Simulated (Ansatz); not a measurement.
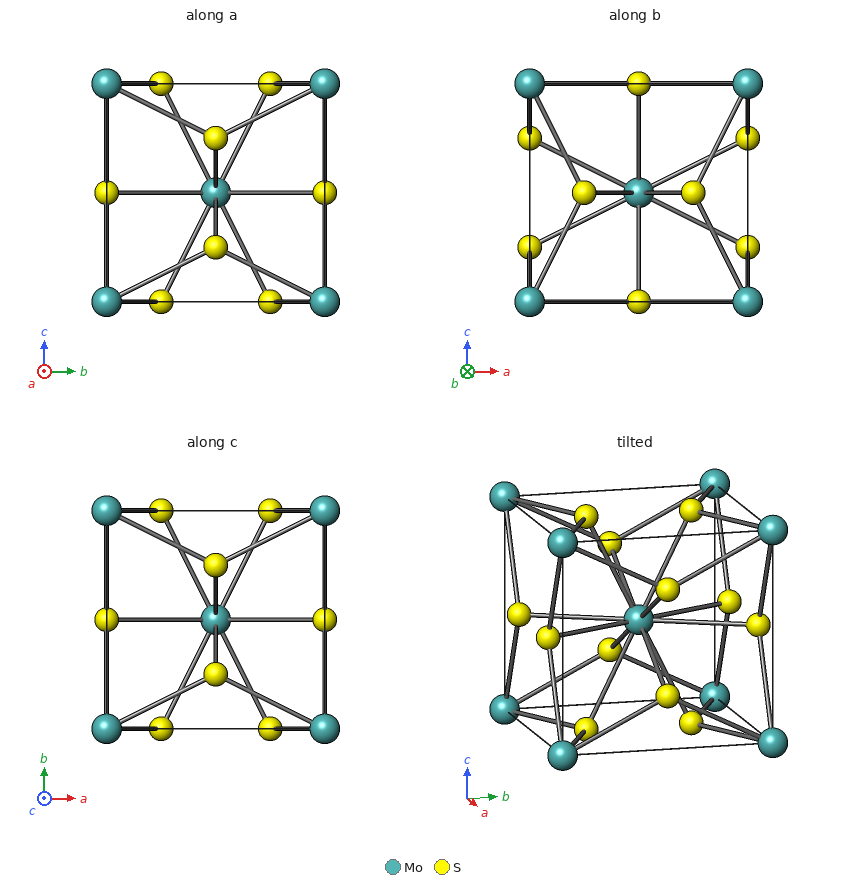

The crystal in a ball-and-stick representation, seen along the a axis, along the b axis, along the c axis and slightly off an axis. Thin lines show the conventional unit cell, with boundary atoms drawn in all their periodic places.

Lattice parameters: a = 4.925 Å, b = 4.925 Å, c = 4.925 Å, α = 90.00°, β = 90.00°, γ = 90.00°. Put a along x and b in the xy plane.

### Record the structure as a POSCAR file.

```
Mo S
1.0
     4.925    0.000    0.000
     0.000    4.925    0.000
     0.000    0.000    4.925
Mo S
2 6
Direct
  0.0000 0.0000 0.0000
  0.5000 0.5000 0.5000
  0.2500 0.0000 0.5000
  0.5000 0.7500 0.0000
  0.7500 0.0000 0.5000
  0.5000 0.2500 0.0000
  0.0000 0.5000 0.7500
  0.0000 0.5000 0.2500
```

The cell started as a structure type filled with these elements by a generator (whether the compound takes this form wasn't checked). It is drawn as it came out of a relaxation with Ansatz, DFT PBE, scalar-relativistic, plane waves, PAW.
